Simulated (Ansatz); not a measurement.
SnHCl$_{3}$O: frequency calculation

System: SnHCl$_{3}$O.
Method: RKS PBE0-D4/def2-SVP (Ansatz 0.2.0).

Figures and captions count atoms from 1; the log counts them from 0 in places.

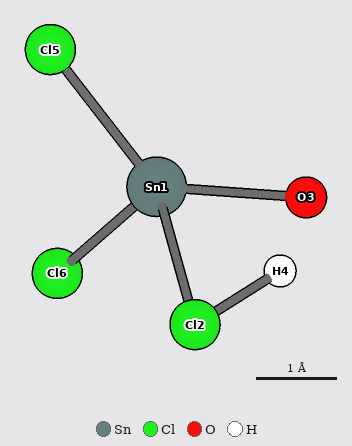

**Figure 1.** The structure as given in the input (ball-and-stick view, seen at a tilt; atoms are numbered from 1 in the order of the input). Sticks mark near contacts. Bond lengths as drawn: Cl–H 1.46 Å, Cl–Sn 2.31 to 2.71 Å and O–Sn 1.89 Å.

Key numbers:

| quantity | value |
| --- | --- |
| outcome | converged |
| total energy | −45436.4971 eV |
| mean-field energy | −45436.3044 eV |
| dispersion energy | −0.1928 eV |
| largest force (length of the vector) | 1.668 eV/Å |
| dipole moment | 1.59 D |
| hardware | 8 threads of Arm Neoverse V1, 23 GiB of memory available, shared host |
| wall time | 26 s (CPU time 2.9 min) |
| peak memory | 0.23 GiB |

Input:
```yaml
crystal:
  periodic: [false, false, false]
  atoms:
    - {symbol: Sn, position_ang: [-0.231548, 0.362551, 0.461118]}
    - {symbol: Cl, position_ang: [1.011588, -1.414859, -1.164933]}
    - {symbol: O, position_ang: [-0.810266, 0.684744, -1.313594]}
    - {symbol: H, position_ang: [0.066887, -0.409304, -1.657034]}
    - {symbol: Cl, position_ang: [1.371789, 1.583636, 1.599392]}
    - {symbol: Cl, position_ang: [-1.408450, -0.806668, 2.075151]}
basis:
  gaussian: {orbitals: def2-SVP}
hamiltonian: {xc: pbe0, dispersion: d4}
phonons: {}
scf: {lower_state_search: off}
```

Launched with:
```bash
ansatz run in.yaml --threads 8 --pin off --events-out ev --progress --plain --max-ram 19148MiB
```

Output:
```
Functional definition: PBE0
  name "PBE0"
  cite "Adamo & Barone, J. Chem. Phys. 110, 6158 (1999) doi:10.1063/1.478522"
  cite "Perdew, Burke & Ernzerhof, Phys. Rev. Lett. 77, 3865 (1996) doi:10.1103/PhysRevLett.77.3865"
  parent pbe
  parameter a = 0.25
  parameter kappa = 0.804
  parameter beta = 0.06672455060314922
  exchange = (1 - a)*pbe_x(kappa = kappa, mu = beta*pi^2/3) + a*exact_x
  correlation = pbe_c(beta = beta)
these checks for a lower state are left out or cut short: stability, starts, cluster_reference, orbital_swaps, neighbouring_geometries, increment
1074 factors; integrals over basis functions are off by at most 2.6e-4 eV
mean field evaluation 1: about -45428.7121 eV, gradient 6.0e1 eV
mean field evaluation 2: about -45304.5432 eV, gradient 2.0e2 eV
mean field evaluation 4: about -45435.6689 eV, gradient 1.5e1 eV
mean field evaluation 8: about -45436.3039 eV, gradient 3.9e-1 eV
mean field evaluation 16: about -45436.3043 eV, gradient 5.2e-5 eV
mean field -45436.30433455 eV, -1669.7533864613 hartree, gradient 1.4e-6 eV, S^2 0.000000; 0 other end points of the search recorded, 0 dependent functions left out
the calculation of the forces begins
reference -45436.30436059 eV, -1669.7533874184 hartree; 41, 41 occupied and 58, 58 virtual orbitals, 1074 factors
these checks for a lower state are left out or cut short: stability, starts, cluster_reference, orbital_swaps, neighbouring_geometries, increment
1074 factors; integrals over basis functions are off by at most 2.6e-4 eV
mean field -45436.30481748 eV, -1669.7534042089 hartree, gradient 3.0e-6 eV, S^2 0.000000; 0 other end points of the search recorded, 0 dependent functions left out
[... from here on the field's lines of each further geometry are left out, up to the last ...]
the calculation of the forces begins
reference -45436.30437403 eV, -1669.7533879123 hartree; 41, 41 occupied and 58, 58 virtual orbitals, 1074 factors
these checks for a lower state are left out or cut short: stability, starts, cluster_reference, orbital_swaps, neighbouring_geometries, increment
1074 factors; integrals over basis functions are off by at most 2.6e-4 eV
mean field -45436.30427081 eV, -1669.7533841190 hartree, gradient 1.3e-6 eV, S^2 0.000000; 0 other end points of the search recorded, 0 dependent functions left out
the calculation of the forces begins
reference -45436.30429685 eV, -1669.7533850761 hartree; 41, 41 occupied and 58, 58 virtual orbitals, 1074 factors
WARN: phonons: modes at or below zero, which the zero-point energy, F, S and C_V leave out: 1, the lowest at -1053.03 cm⁻¹. A minimum has none, and a first-order saddle one
Total energy: -45436.49711178 eV, -1669.7604708942 hartree
Atom 0 at    -0.231548     0.362551     0.461118 Å, force     0.201135    -0.287984    -0.266656 eV/Å
Atom 1 at     1.011588    -1.414859    -1.164933 Å, force     0.259029    -0.198971     0.511676 eV/Å
Atom 2 at    -0.810266     0.684744    -1.313594 Å, force     0.621179    -0.776242    -0.242355 eV/Å
Atom 3 at     0.066887    -0.409304    -1.657034 Å, force    -1.083957     1.267416     0.001534 eV/Å
Atom 4 at     1.371789     1.583636     1.599392 Å, force     0.000313    -0.003956    -0.001903 eV/Å
Atom 5 at    -1.408450    -0.806668     2.075151 Å, force     0.002301    -0.000264    -0.002296 eV/Å
Dipole moment:     0.042462     0.015519     0.328850 e Å
Vibrations: -1053.03 64.47 99.09 118.80 123.74 204.55 379.42 402.44 529.70 751.72 868.03 1538.85 cm⁻¹, zero-point energy 0.314969 eV
Checks for a lower state left out: stability, starts, cluster_reference, orbital_swaps, neighbouring_geometries, increment
```

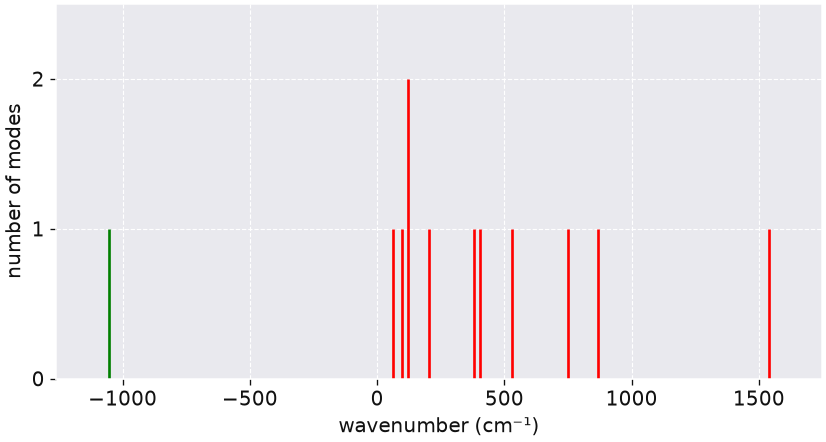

**Figure 2.** Harmonic vibrational wavenumbers from the force constants; neighbouring modes closer than 12 cm⁻¹ are counted in one stick, and imaginary ones are drawn at negative wavenumbers. 12 modes from 1053i to 1539 cm⁻¹, 1 imaginary beyond 8i (1053i cm⁻¹): a first-order saddle point, if the geometry is stationary.

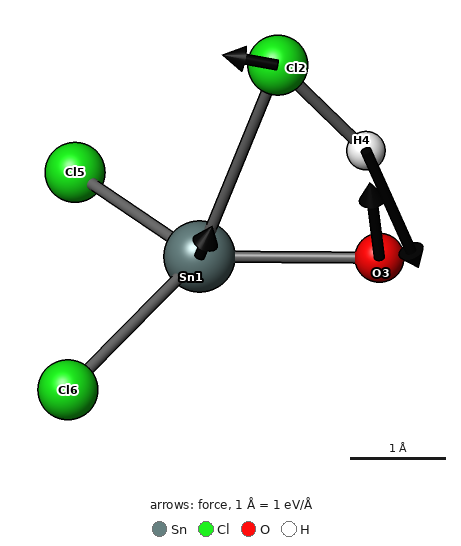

**Figure 3.** Forces on the atoms as black arrows (ball-and-stick view, seen at a tilt; atoms are numbered from 1 in the order of the input); the smallest are left out. The largest act on H4 (1.67 eV/Å); O3 (1.02 eV/Å); Cl2 (0.61 eV/Å). The geometry is not a stationary point of this energy.

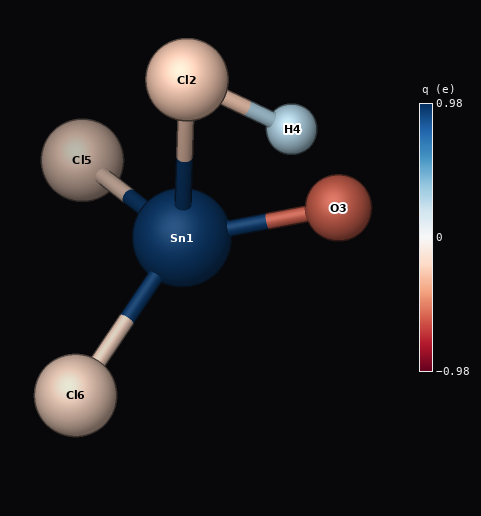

**Figure 4.** Mulliken charges, as the colour of each atom (ball-and-stick view, seen at a tilt; atoms are numbered from 1 in the order of the input; Mulliken charges depend strongly on the basis). By element: Sn +0.93, Cl −0.24 to −0.20, O −0.57 and H +0.29 e.
